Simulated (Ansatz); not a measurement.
# Calculations on CH8Si2

### Relaxation

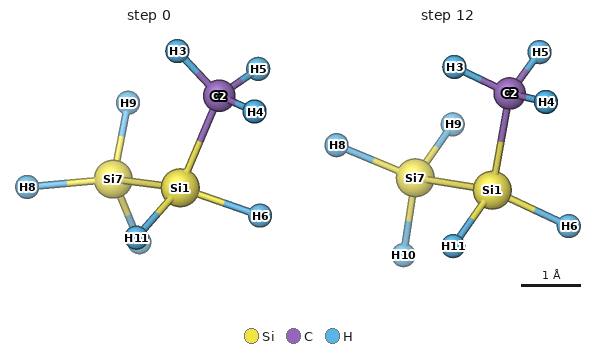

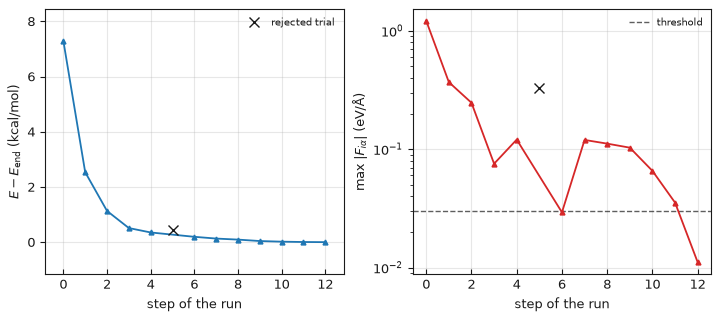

First and last geometry of a relaxation of CH8Si2, with the history of the run. Style: ball-and-stick. Shown from a free direction.

The run prepares an end point of a later path (reaction) calculation, from a guessed geometry.

Level of theory: RKS revPBE/6-31G* in Ansatz.

Input
```yaml
crystal:
  periodic: [false, false, false]
  atoms:
    - { symbol: Si, position_ang: [0.312169, -0.00441, 0.030487] }
    - { symbol: C, position_ang: [0.833869, -0.023786, 1.827184] }
    - { symbol: H, position_ang: [0.048148, -0.123621, 2.596806] }
    - { symbol: H, position_ang: [1.532493, -0.868739, 1.959893] }
    - { symbol: H, position_ang: [1.389828, 0.90554, 2.03468] }
    - { symbol: H, position_ang: [1.721522, 0.113602, -0.348703] }
    - { symbol: Si, position_ang: [-0.993598, 1.824511, -0.705451] }
    - { symbol: H, position_ang: [-2.431775, 1.421403, -0.882826] }
    - { symbol: H, position_ang: [-0.949903, 2.965535, 0.275734] }
    - { symbol: H, position_ang: [-0.480795, 2.344062, -2.021137] }
    - { symbol: H, position_ang: [-0.26326, -1.305496, -0.462665] }
basis:
  gaussian: { orbitals: "6-31G*" }
hamiltonian:
  xc: revpbe
relax:
  f_tol: 0.03
  max_steps: 50
```

Run as
```bash
ansatz run input.yaml --threads 1 --pin off --max-ram 2048MiB --backend cpu --events-out ev --progress --plain --runs-dir out
```

> What do the curves and the structures tell?

It converged. H8 moves most after the best rigid fit: 0.76 Å. Largest moves by element: H 0.76 Å, Si 0.26 Å, C 0.15 Å. Near-neighbour distances that change, for instance: Si1–H6 1.464 → 1.507 Å, Si1–C2 1.871 → 1.910 Å. Among the angles between lasting bonds that change: C2–Si1–H6 88.9° → 109.9°, Si1–C2–H3 118.1° → 111.1°, C2–Si1–Si7 117.4° → 112.9°. Groups turn about Si1–Si7 by about 35°. After 11 accepted moves (12 points after the start) the energy has fallen by 7.29 kcal/mol. Largest force component: 1.2 eV/Å at the start, 0.011 eV/Å at the end. The line search rejected the trial step at point 5 of the run. The forces were under the threshold at step 6, but the run went on from there. The run took 16 s on 1 thread of Intel(R) Xeon(R) 6975P-C (Granite Rapids), with other jobs on the host, peak memory 0.13 GiB.

### Relaxation

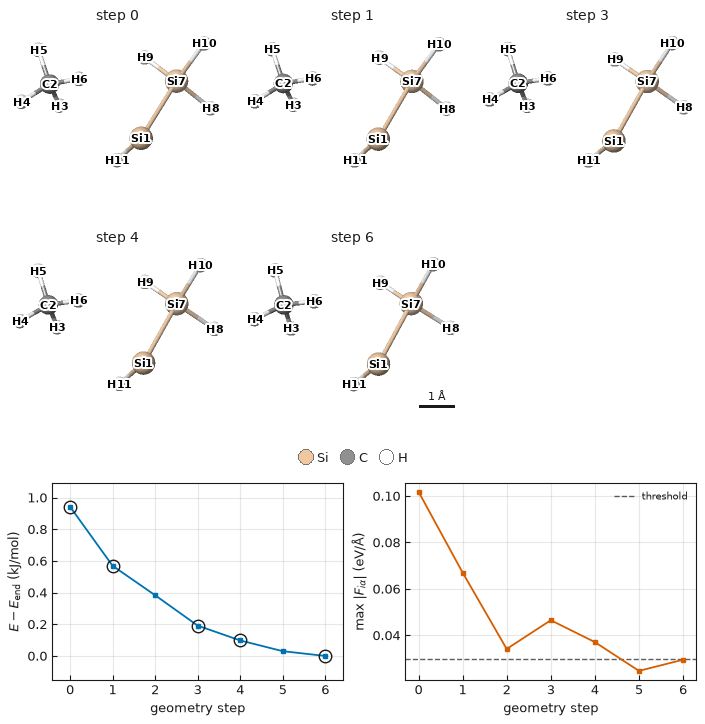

Frames of a relaxation of CH8Si2, marked on the history of the run. The picture is a ball-and-stick view, seen at a tilt.

The run prepares an end point of a later path (reaction) calculation, from a guessed geometry.

Level of theory: RKS revPBE/6-31G* (Ansatz 0.2.0). (no spin polarisation; force threshold 0.03 eV/Å; at most 50 steps)

> Describe the path.

After 6 geometry steps the energy has fallen by 0.94 kJ/mol. Largest force component: 0.1 eV/Å at the start, 0.029 eV/Å at the end. The atom that moves furthest after the best rigid fit is H8 (0.18 Å). Largest moves by element: H 0.18 Å, Si 0.16 Å, C 0.06 Å. Among the contacts that change: Si1–Si7 2.416 → 2.411 Å. Cost: 9.1 s on 1 thread of Intel(R) Xeon(R) 6975P-C (Granite Rapids), on a shared host, peak memory 0.13 GiB. From step 0 to 1: H11 moves most (0.08 Å), energy −0.37 kJ/mol. From step 1 to 3: H8 moves most (0.08 Å), energy −0.38 kJ/mol. From step 3 to 4: H10 moves most (0.05 Å), energy −0.09 kJ/mol. From step 4 to 6: H10 moves most (0.07 Å), energy −0.10 kJ/mol.

Limits of the set-up: the start holds two separate molecules, 2.4 Å apart at their closest, whose relative position is a soft coordinate and is computed without a dispersion correction.

### Path

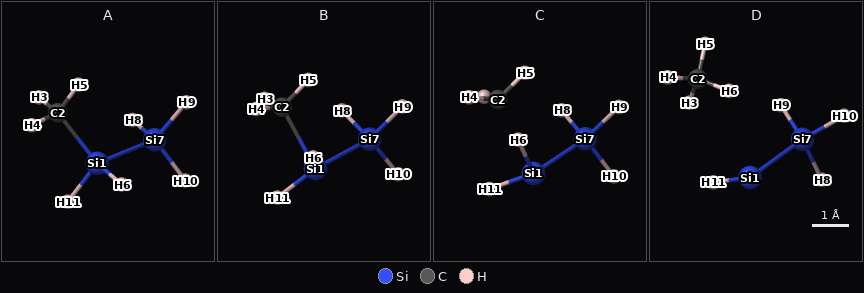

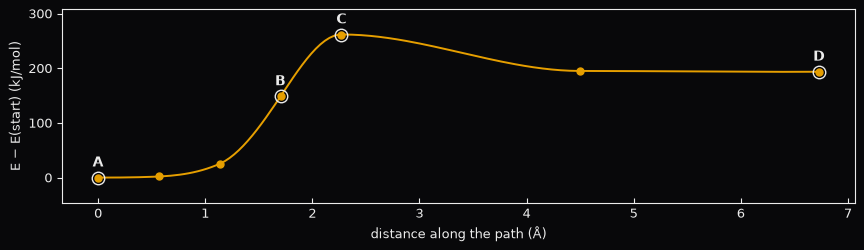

A search for the minimum-energy path of CH$_{8}$Si$_{2}$ by the nudged elastic band. Images are numbered from 0 (start) to 6 (end). Frames A to D are images 0, 3, 4, 6. Style: ball-and-stick. Shown from a free direction.

Method: RKS revPBE/6-31G* (Ansatz). Settings: 5 movable images; climbing image; force threshold 0.05 eV/Å; iteration limit 60; starting path through a guess of the saddle point.

> Describe the mechanism and the energy profile.

Breaking: Si1–C2 (1.91 → 2.35 at the top → 3.24 Å), Si1–H6 (1.51 → 1.54 at the top → 2.81 Å). Forming: C2–H6 (2.81 → 1.54 at the top → 1.10 Å). The energy climbs by 261.7 kJ/mol to image 4 and then falls by 68.1 kJ/mol, so the end point sits at +193.6 kJ/mol. The band is converged. At the top, the vibrational analysis gives one imaginary mode (1105i cm⁻¹), as a transition state must have.

Cost: 120 s on 1 thread of Intel(R) Xeon(R) 6975P-C (Granite Rapids), with other jobs on the host, peak memory 0.13 GiB.
